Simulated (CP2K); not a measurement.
**GFN1-xTB run of C2H5BFN (SMILES C=CB(N)F)**

Aim: the vertical singlet–triplet gap of C2H5BFN at GFN1-xTB, from 2 runs. 

The results are computed with CP2K 2026.2.

1 further run of the same task is left out (set aside as unsound or not needed).

## 1. The molecule

C2H5BFN: 10 atoms, total charge 0, spin state singlet. SMILES: `C=CB(N)F`. Geometry: relaxed at GFN2-xTB. This is one conformer, not always the lowest.

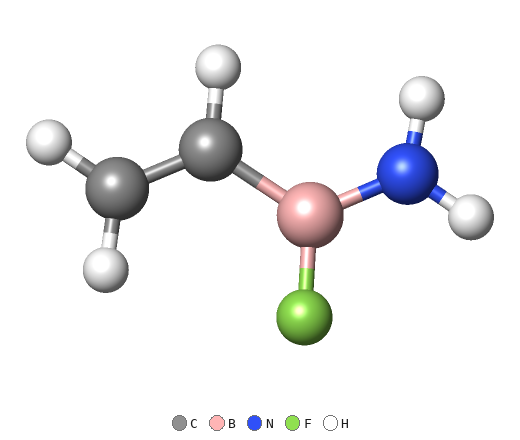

The structure, seen from a chosen angle (carbon grey, boron pink, nitrogen blue, fluorine green, hydrogen white).

## 2. Energy and forces at GFN1-xTB

Contents of job.inp:

```
&GLOBAL
  PROJECT job
  RUN_TYPE ENERGY_FORCE
  PRINT_LEVEL MEDIUM
&END GLOBAL
&FORCE_EVAL
  METHOD QUICKSTEP
  &DFT
    &QS
      METHOD XTB
      EPS_DEFAULT 1.0E-10
      &XTB
        GFN_TYPE 1
        CHECK_ATOMIC_CHARGES F
      &END XTB
    &END QS
    &POISSON
      PERIODIC NONE
      POISSON_SOLVER ANALYTIC
    &END POISSON
    &SCF
      SCF_GUESS ATOMIC
      EPS_SCF 1.0E-07
      MAX_SCF 30
      &OT
        MINIMIZER DIIS
        PRECONDITIONER FULL_ALL
      &END OT
      &OUTER_SCF
        EPS_SCF 1.0E-07
        MAX_SCF 10
      &END OUTER_SCF
    &END SCF
    &PRINT
      &MOMENTS
        PERIODIC F
        REFERENCE COM
        MAX_MOMENT 1
      &END MOMENTS
      &MO_CUBES
        NLUMO 3
        NHOMO -1
        WRITE_CUBE F
      &END MO_CUBES
      &HIRSHFELD OFF
      &END HIRSHFELD
    &END PRINT
  &END DFT
  &SUBSYS
    &CELL
      ABC 11.7 9.6 13.3
      PERIODIC NONE
    &END CELL
    &COORD
      SCALED T
      C    0.41925342   0.53345000   0.61797594
      C    0.50180812   0.49079375   0.55670752
      B    0.49718761   0.50681250   0.43991203
      N    0.58438846   0.46293958   0.37648346
      F    0.40575769   0.56548854   0.39598195
      H    0.34321068   0.58230625   0.58880075
      H    0.42357479   0.52175521   0.69860075
      H    0.57670299   0.44229167   0.58961278
      H    0.58011667   0.47413438   0.30139925
      H    0.65678932   0.41769375   0.40032857
    &END COORD
  &END SUBSYS
  &PRINT
    &FORCES ON
    &END FORCES
  &END PRINT
&END FORCE_EVAL
```

Command:

```sh
$ OMP_NUM_THREADS=1 cp2k.psmp -i job.inp > job.out 2>&1
```

Output:

```text
CP2K| version string:                                       CP2K version 2026.2
[...]
 GLOBAL| Method name                                                        CP2K
[...]
 GLOBAL| Run type                                                   ENERGY_FORCE
[...]
                             - Atoms:                                         10
[...]
                             - Spherical basis functions:                     30
[...]
 Number of electrons:                                                         28
[...]
     1 OT DIIS     0.15E+00    0.0     0.06276688       -16.6707204532 -1.67E+01
[...]
    13 OT DIIS     0.15E+00    0.0     0.00000001       -16.7371466219 -2.81E-13
  *** SCF run converged in    13 steps ***
[...]
 TB_DIPOLE| Moment [Debye]          2.05378669      -0.98743631       0.01753380
 TB_DIPOLE| Derivative [a.u.]       0.00000000       0.00000000       0.00000000
[...]
 ENERGY| Total FORCE_EVAL ( QS ) energy [hartree]            -16.737146621905620
 FORCES| Atomic forces [hartree/bohr]
 FORCES|   Atom     x               y               z               |f|
 FORCES|      1  8.78254318E-05  3.07671705E-05 -2.05260666E-03   2.05471507E-03
 FORCES|      2 -5.53058710E-04  9.14912643E-04 -7.04666966E-03   7.12730611E-03
 FORCES|      3  5.68221331E-03 -3.96592173E-03  1.49333502E-02   1.64627164E-02
 FORCES|      4  5.94061325E-03 -2.26054002E-03 -7.48582267E-03   9.82030896E-03
 FORCES|      5 -6.83240661E-03  3.55396564E-03 -2.88044218E-03   8.22249348E-03
 FORCES|      6 -3.47077235E-03  1.70811177E-03 -8.75770741E-05   3.86931211E-03
 FORCES|      7 -3.20024324E-04 -8.01617984E-06  2.50503554E-03   2.52540747E-03
 FORCES|      8  2.32257296E-03 -1.06718974E-03 -1.22973602E-03   2.83645726E-03
 FORCES|      9 -1.26150189E-03  4.18290112E-04  2.10957425E-03   2.49332252E-03
 FORCES|     10 -1.59546107E-03  6.75620332E-04  1.23489425E-03   2.12765662E-03
 FORCES| Sum    -4.92227786E-16  3.89228580E-17  3.82506526E-16
 FORCES| Total atomic force                                       6.24591407E-16
[...]
```

Wall time 1.5 s (1 thread of AMD EPYC 7R43 (Zen 3), shared host); peak memory 0.19 GiB.

## 3. The triplet at the same level

Contents of job.inp:

```
&force_eval
 method Quickstep
 &dft
  charge 0
  multiplicity 3
  uks T
  &qs
   method XTB
   eps_default 1.0E-10
   &xtb
    gfn_type 1
    check_atomic_charges F
   &end xtb
  &end qs
  &poisson
   periodic NONE
   poisson_solver ANALYTIC
  &end poisson
  &scf
   scf_guess ATOMIC
   eps_scf 1.0E-07
   max_scf 30
   &ot ON
    minimizer CG
    preconditioner FULL_ALL
   &end ot
   &outer_scf
    eps_scf 1.0E-07
    max_scf 5
   &end outer_scf
  &end scf
  &print
   &moments
    periodic F
    reference COM
    max_moment 1
   &end moments
   &mo_cubes
    nlumo 3
    nhomo -1
    write_cube F
   &end mo_cubes
   &hirshfeld OFF
   &end hirshfeld
  &end print
 &end dft
 &subsys
  # vacuum box
  &cell
   abc [angstrom] 11.7 9.6 13.3
   periodic NONE
  &end cell
  &coord
   SCALED T
   C    0.41925342   0.53345000   0.61797594
   C    0.50180812   0.49079375   0.55670752
   B    0.49718761   0.50681250   0.43991203
   N    0.58438846   0.46293958   0.37648346
   F    0.40575769   0.56548854   0.39598195
   H    0.34321068   0.58230625   0.58880075
   H    0.42357479   0.52175521   0.69860075
   H    0.57670299   0.44229167   0.58961278
   H    0.58011667   0.47413438   0.30139925
   H    0.65678932   0.41769375   0.40032857
  &end coord
 &end subsys
 &print
  &forces ON
  &end forces
 &end print
&end force_eval
&global
 project_name job
 run_type ENERGY_FORCE
 print_level MEDIUM
&end global
```

Command:

```sh
$ OMP_NUM_THREADS=1 cp2k.psmp job.inp > job.out
```

Output:

```text
CP2K| version string:                                       CP2K version 2026.2
[...]
 GLOBAL| Method name                                                        CP2K
[...]
 GLOBAL| Run type                                                   ENERGY_FORCE
[...]
                             - Atoms:                                         10
[...]
                             - Spherical basis functions:                     30
[...]
 Number of electrons:                                                         15
[...]
     1 OT CG       0.15E+00    0.0     0.02523898       -16.5095712583 -1.65E+01
[...]
    18 OT CG       0.30E+00    0.0     0.00000010       -16.5657386476 -1.00E-11
  *** SCF run converged in    18 steps ***
[...]
 TB_DIPOLE| Moment [Debye]          2.67948191      -1.25196136      -0.44647158
 TB_DIPOLE| Derivative [a.u.]       0.00000000       0.00000000       0.00000000
[...]
 ENERGY| Total FORCE_EVAL ( QS ) energy [hartree]            -16.565738647627146
 FORCES| Atomic forces [hartree/bohr]
 FORCES|   Atom     x               y               z               |f|
 FORCES|      1 -1.16894617E-01  4.92721079E-02  1.01066706E-01   1.62193006E-01
 FORCES|      2  1.13324245E-01 -4.42248638E-02 -1.41378043E-01   1.86509984E-01
 FORCES|      3 -1.10683398E-02 -1.00996625E-03  7.49639664E-02   7.57834047E-02
 FORCES|      4  3.22244646E-02 -1.32499363E-02 -2.91063932E-02   4.53999896E-02
 FORCES|      5 -1.47059370E-02  7.96443215E-03 -9.48408821E-03   1.92261460E-02
 FORCES|      6 -3.17893902E-03  1.64752685E-03 -1.82521286E-04   3.58515161E-03
 FORCES|      7 -3.09920974E-04 -1.49500105E-04  2.46580467E-03   2.48969757E-03
 FORCES|      8  2.73224553E-03 -1.11918072E-03 -8.76326441E-04   3.07988298E-03
 FORCES|      9 -1.52673296E-03  6.83392846E-04  1.06352815E-03   1.98217846E-03
 FORCES|     10 -5.96468708E-04  1.85987502E-04  1.46736737E-03   1.59484585E-03
 FORCES| Sum     8.29414662E-17 -3.25531702E-17 -1.20346441E-16
 FORCES| Total atomic force                                       1.49740648E-16
[...]
```

Run time: 1.9 s. Hardware: 1 thread of AMD EPYC 7R43 (Zen 3), shared host; peak memory 0.19 GiB.

## 4. Outcome

At GFN1-xTB:

| quantity | value |
| --- | --- |
| singlet: total energy | -16.73715 Eh |
| singlet: dipole moment (from atomic charges alone) | 2.28 D |
| singlet: HOMO energy | -11.80 eV |
| singlet: dispersion energy | -6.90 kJ/mol |
| singlet: largest force on an atom | 0.847 eV/Å |
| triplet: total energy | -16.56574 Eh |
| triplet: dipole moment (from atomic charges alone) | 2.99 D |
| triplet: HOMO energy (highest over α and β) | -7.17 eV |
| triplet: dispersion energy | -6.90 kJ/mol |
| triplet: largest force on an atom | 9.591 eV/Å |
| vertical energy of the triplet above the singlet | 4.664 eV |

What this shows: The method runs without spin polarisation, so open shells lack the exchange term that lowers high spin: such gaps come out too high and can have the wrong sign. The largest force (singlet) is 0.85 eV/Å: the shape isn't a stationary point for this species at this level. At this shape the triplet lies 4.66 eV (450 kJ/mol) above the singlet. The dipole (singlet) comes from point charges on the atoms alone, without atomic dipoles, so it is partial. The dipole (triplet) comes from point charges on the atoms alone, without atomic dipoles, so it is partial.
